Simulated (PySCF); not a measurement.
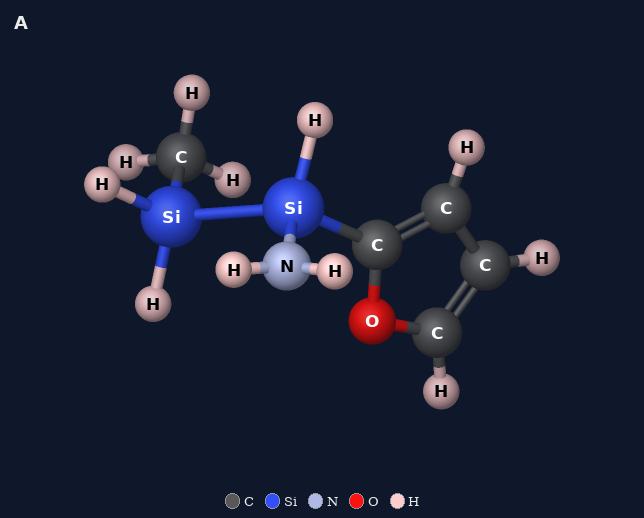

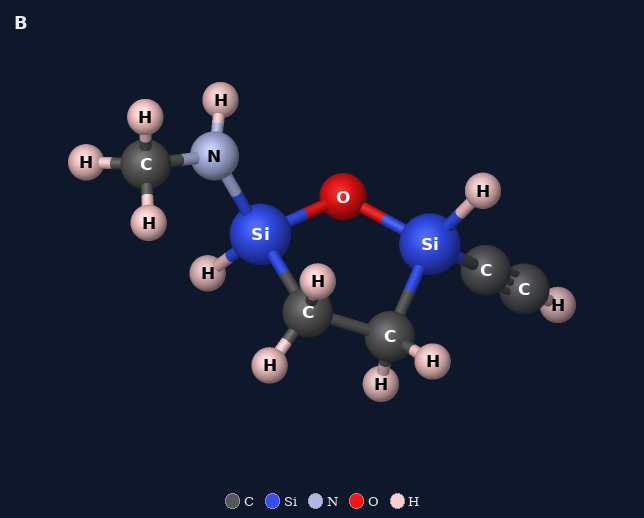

2 stationary structures of one formula. Geometries: PBE0-D3(BJ)/def2-SVP. Electronic energies: PBE0-D3(BJ)/def2-SVP (PySCF 2.14.0), without zero-point energy. No frequency run is at hand to confirm each as a minimum. Each is one conformer, not always the lowest.

Which is lowest in energy, and by how much?

B is lowest; A lies 20.2 kcal/mol above it. A is `C[SiH2][Si@@H](N)c1ccco1`, B is `C#C[Si@@H]1CC[Si@@H](NC)O1`.

Give E(B) − E(A) in kcal/mol at these levels too: PBE0-D3(BJ)/def2-SVP; PBE0/pcSseg-1; ωB97X-D/pcSseg-1; CAM-B3LYP/def2-SVPD.

| level | E(B) − E(A) (kcal/mol) |
| --- | --- |
| PBE0-D3(BJ)/def2-SVP | −20.2 |
| PBE0/pcSseg-1 | −23.2 |
| ωB97X-D/pcSseg-1 | −26.9 |
| CAM-B3LYP/def2-SVPD | −26.7 |
